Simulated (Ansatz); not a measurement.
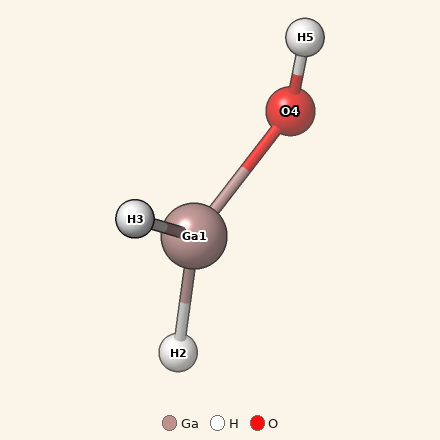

The system is GaH₃O with the probe H2; the picture shows it without the atoms that are moved over the map. The probe is moved over a plane parallel to the molecule's main plane, 2.10 Å above it. First axis: x of the probe's H atom. Second axis: y of the probe's H atom. Nothing is relaxed (molecule and probe rigid, the probe upright with H nearest the plane). The grid has 19 × 19 points. Points are written as (first, second). All energies are given in cm⁻¹ relative to molecule and probe far apart, each relaxed in its own basis (no counterpoise correction). Theory: RHF/def2-SVPD in Ansatz.

Range: x of the probe's H atom from −3.15 to 3.15 Å; y of the probe's H atom from −3.15 to 3.15 Å.

Predict the map.

Answer. The lowest grid point is at (1.75 Å, −2.45 Å), −86 cm⁻¹ from molecule and probe far apart, each relaxed in its own basis (no counterpoise correction). The energy also falls towards the edge at (−3.15 Å, 3.15 Å) (70 cm⁻¹ above the lowest) and (−3.15 Å, −3.15 Å) (75 cm⁻¹ above the lowest), where a further well may lie outside the range. The highest grid point, (−0.35 Å, 0.00 Å), lies 2204 cm⁻¹ above the lowest. Near the minimum the curvatures are about 0.0057 and 0.026 eV/Å² along the soft and the stiff direction.

| y of the probe's H atom ↓, x of the probe's H atom → | −3.15 | −2.45 | −1.75 | −1.05 | −0.35 | 0.35 | 1.05 | 1.75 | 2.45 | 3.15 |
| --- | --- | --- | --- | --- | --- | --- | --- | --- | --- | --- |
| 3.15 | −16 | −4 | 33 | 74 | 71 | 29 | −1 | −8 | −6 | −5 |
| 2.45 | −12 | 41 | 185 | 343 | 332 | 177 | 54 | 12 | 6 | 2 |
| 1.75 | 0 | 125 | 446 | 805 | 820 | 505 | 222 | 100 | 55 | 27 |
| 1.05 | 23 | 225 | 720 | 1313 | 1438 | 1019 | 583 | 342 | 187 | 80 |
| 0.35 | 62 | 350 | 987 | 1773 | 2022 | 1571 | 1067 | 689 | 353 | 132 |
| −0.35 | 111 | 476 | 1128 | 1802 | 1990 | 1635 | 1204 | 770 | 350 | 112 |
| −1.05 | 119 | 464 | 958 | 1286 | 1262 | 1029 | 741 | 406 | 142 | 26 |
| −1.75 | 67 | 270 | 527 | 617 | 502 | 332 | 170 | 27 | −35 | −39 |
| −2.45 | 11 | 77 | 155 | 163 | 92 | 7 | −58 | −86 | −77 | −51 |
| −3.15 | −11 | −1 | 10 | 4 | −22 | −50 | −66 | −66 | −55 | −37 |

The table holds every second grid line.

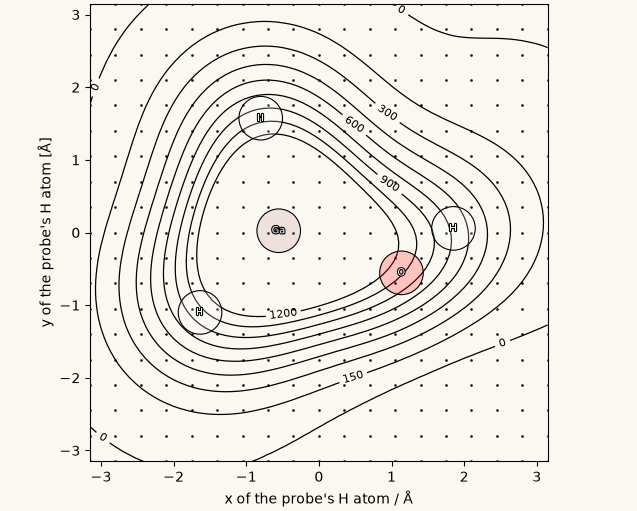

Drawn: contour lines labelled in cm⁻¹ (none above 1200), dots at the grid points, labelled circles for the molecule's atoms, projected on the plane. Between grid points the surface is interpolated.

Each point was launched as `ansatz run input.yaml --threads 1 --pin off --max-ram 2560MiB --backend cpu --events-out ev --progress --plain --runs-dir out`. Time for the 361 points that were run: 13 min on 1 thread of Arm Neoverse V2, with other jobs on the host.
